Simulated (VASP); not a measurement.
Band structure of SiMo (relaxed from the MnP structure, space group Pnma). These are LDA (Ceperley-Alder, Perdew-Zunger), VASP's LDA PAW potentials (set 64) (plane waves; VASP 6.6.1) values and carry that method's errors.

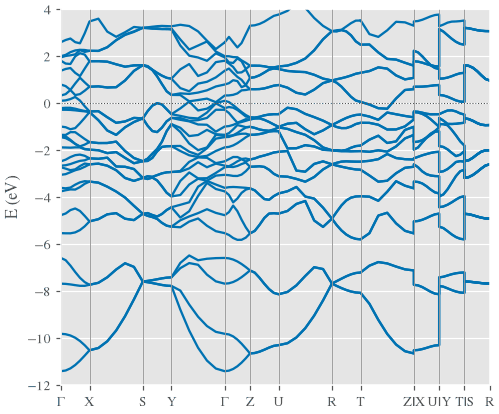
Fig. 1. Bands along high-symmetry lines, zero at the valence-band maximum or, without a gap, the Fermi level

**Question.** Read the plot: is there a gap, and where are the band edges?

**Answer.** It has no gap at this level: it comes out as a metal or semimetal. (Edges off the drawn lines would not show.)

The structure was generated: SiMo was put into the MnP type (Pnma), which need not be its known phase. It was relaxed first, which changed the volume by -13 %.
